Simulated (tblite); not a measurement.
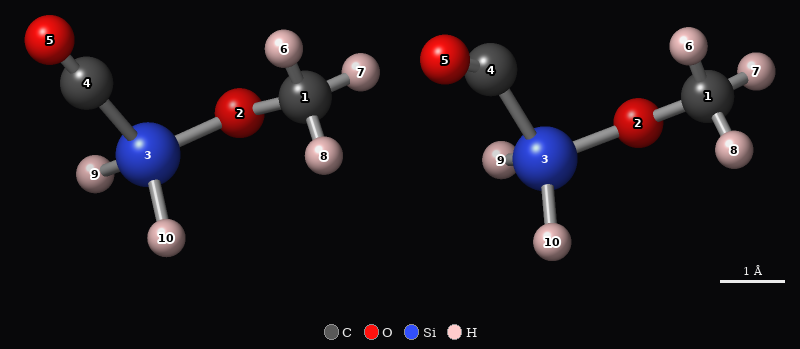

Two geometries of C2H5O2Si (multiplicity 2), drawn at one scale. One is the start of a relaxation, the other its converged end. Style: ball-and-stick. Shown from a free direction.

Method: GFN2-xTB geometry optimisation, gas phase in tblite 0.8.0. 

Which one is relaxed?

Answer. The right one is the relaxed one. The atom that moves furthest after the best rigid fit is O5 (0.32 Å). By element the largest moves are O 0.32 Å, C 0.28 Å, H 0.25 Å, Si 0.10 Å. Some distances before and after: O2–Si3 1.663 → 1.618 Å, Si3–H9 1.490 → 1.452 Å, C1–O2 1.432 → 1.396 Å, Si3–H10 1.486 → 1.468 Å. Among the angles between lasting bonds that change: Si3–C4–O5 178.1° → 140.0°, C1–O2–Si3 118.0° → 131.5°, H9–Si3–H10 106.3° → 115.1°. Over 50 geometry steps the energy falls by 8.10 kcal/mol.
